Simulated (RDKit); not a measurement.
## Property calculation of SiNH4ClO

System: SiNH4ClO.
Method: EHT (RDKit 2026.09.1).

The geometry comes from this level: PBE0-D4/def2-TZVP.

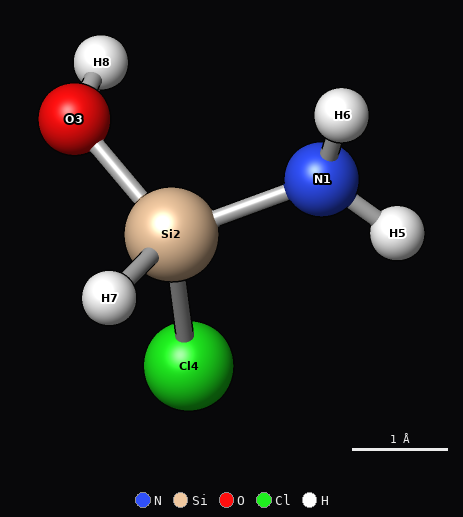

Figure 1. The structure as given in the input (ball-and-stick view, seen at a tilt; atoms are numbered from 1 in the order of the input). Bond lengths as drawn: Cl–Si 2.06 Å, H–N 1.01 Å, H–O 0.96 Å, H–Si 1.47 Å, N–Si 1.70 Å and O–Si 1.63 Å.

**Input file (run.py)**
```python
# eht eht with RDKit
import json
import numpy as np
from rdkit import Chem
from rdkit.Chem import AllChem
from rdkit.Chem import rdDetermineBonds
from rdkit.Chem import rdEHTTools

m = Chem.MolFromXYZFile("mol.xyz")
symbols = [a.GetSymbol() for a in m.GetAtoms()]
start = m.GetConformer().GetPositions().copy()

ok, res = rdEHTTools.RunMol(m, keepOverlapAndHamiltonianMatrices=True)
if not ok:
    raise RuntimeError("the extended Hueckel run failed")
eps = np.array(res.GetOrbitalEnergies())
nel = res.numElectrons
homo = (nel + 1) // 2 - 1
print(f"{res.numOrbitals} orbitals, {nel} valence electrons, sum of one-electron energies {res.totalEnergy:.4f} eV")
for i in range(max(0, homo - 8), min(len(eps), homo + 4)):
    print(f"{i + 1:4d} {eps[i]:10.4f} eV", "(HOMO)" if i == homo else "(LUMO)" if i == homo + 1 else "")
q = np.array(res.GetAtomicCharges())
print("Mulliken charges:", " ".join(f"{a}{i + 1}={c:+.3f}" for i, (a, c) in enumerate(zip(symbols, q))))
op = res.GetReducedOverlapPopulationMatrix()
pairs = [(k, i, op[i * (i + 1) // 2 + k]) for i in range(len(symbols)) for k in range(i) if abs(op[i * (i + 1) // 2 + k]) > 0.1]
print("reduced overlap populations above 0.1")
for k, i, p in pairs:
    print(f"  {symbols[k]}{k + 1}-{symbols[i]}{i + 1} {p:7.3f}")
json.dump(dict(symbols=symbols, start=start.tolist(), energy=res.totalEnergy * 23.060548, homo=eps[homo], lumo=eps[homo + 1] if homo + 1 < len(eps) else None, orbital_energies=eps.round(4).tolist(), charges_mulliken=q.tolist(), bond_orders=[[k + 1, i + 1, round(p, 4)] for k, i, p in pairs], nel=nel), open("results.json", "w"))
```

**File mol.xyz**
```
8

N     -0.749800     0.885600    -0.289000
Si     0.524400    -0.226200    -0.115300
O      0.551300    -0.861300     1.386900
Cl     0.173100    -1.641600    -1.566900
H     -1.217200     0.998000    -1.172700
H     -0.806900     1.712400     0.283000
H      1.896700     0.277200    -0.308600
H     -0.279500    -1.201200     1.726700
```

Hardware: 1 thread of Intel Xeon (Sapphire Rapids), 64 GiB of memory available, shared host.

Command:
```bash
python run.py
```

**Log**
```
!!! Warning !!! Distance between atoms 8 and 3 (0.959805 A) is suspicious.
20 orbitals, 26 valence electrons, sum of one-electron energies -483.8454 eV
   5   -16.6690 eV
   6   -16.1871 eV
   7   -15.5377 eV
   8   -15.1561 eV
   9   -14.7381 eV
  10   -14.2164 eV
  11   -13.9535 eV
  12   -13.7972 eV
  13   -13.3234 eV (HOMO)
  14     2.1053 eV (LUMO)
  15     2.9643 eV
  16     6.4147 eV
Mulliken charges: N1=-0.951 Si2=+1.753 O3=-1.053 Cl4=-0.384 H5=+0.239 H6=+0.239 H7=-0.274 H8=+0.430
reduced overlap populations above 0.1
  N1-Si2   0.616
  Si2-O3   0.470
  Si2-Cl4   0.738
  N1-H5   0.729
  N1-H6   0.725
  Si2-H7   0.721
  O3-H8   0.611
```

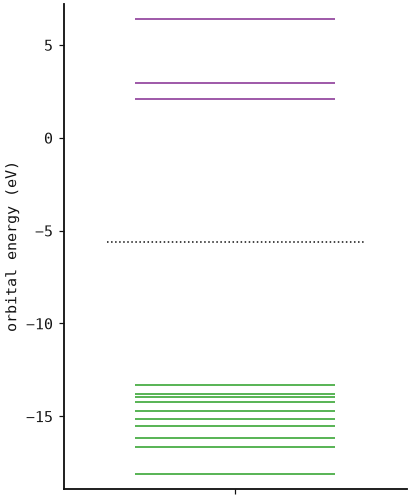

Figure 2. Orbital energies near the frontier; the dotted line parts filled from empty levels, and levels within 0.02 eV of each other stand side by side. Highest filled −13.32 eV, lowest empty 2.11 eV, 15.43 eV apart.

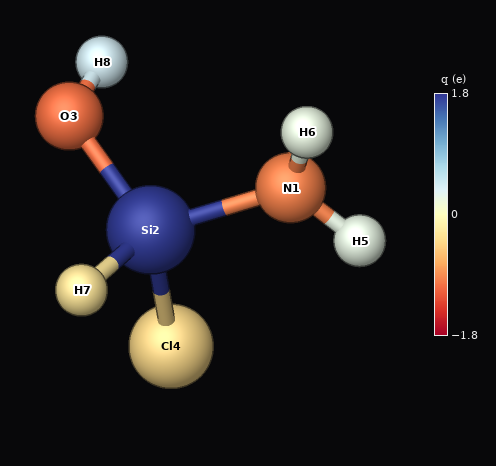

Figure 3. Mulliken charges, as the colour of each atom (ball-and-stick view, seen at a tilt; atoms are numbered from 1 in the order of the input). By element: N −0.95, Si +1.75, O −1.05, Cl −0.38 and H −0.27 to +0.43 e.

**Results in brief**

| quantity | value |
| --- | --- |
| outcome | converged |
| total energy | −17.780989 hartree |
| HOMO | −13.32 eV |
| LUMO | 2.11 eV |
| peak memory | 0.073 GiB |
